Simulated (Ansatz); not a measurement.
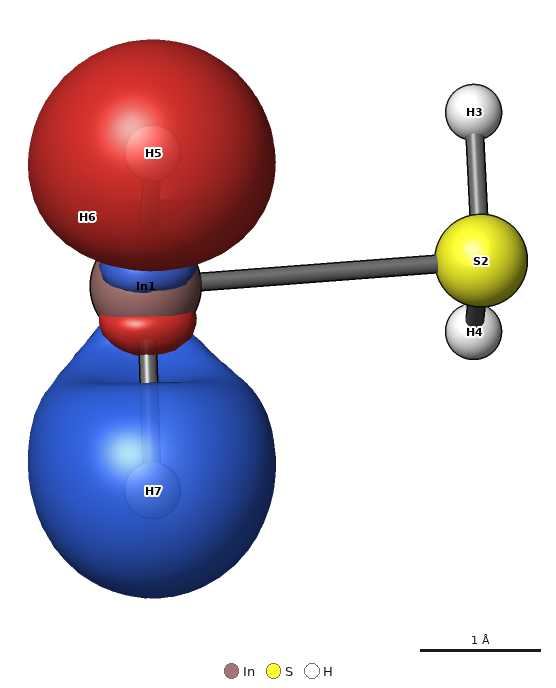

Figure 1: H5InS (SMILES [SH2+][InH3-]). The HOMO−1 at ±0.15 Å⁻³ᐟ² (red and blue are the two phases), seen at an oblique angle.

Geometry: PBE0-D4/def2-SVP; core potentials replace the inner electrons of In.

Theory: isolated molecule in a Gaussian basis; Kohn-Sham density functional theory, functional PBE0 in Ansatz 0.2.0.

```xyz
7

In    0.2835    1.1796   -0.2490
S    -0.4702   -1.5932   -0.2291
H    -1.4080   -1.4751    0.7361
H     0.4771   -1.9877    0.6495
H    -1.1728    1.7025   -1.0364
H     0.3936    1.2887    1.4850
H     1.7299    0.9139   -1.1717
```

**Describe this orbital and give its energy.**

By Hirshfeld shares it lies mainly on In1 (about 40 %), H5 (about 30 %) and H7 (about 30 %). Its energy is −7.68 eV.
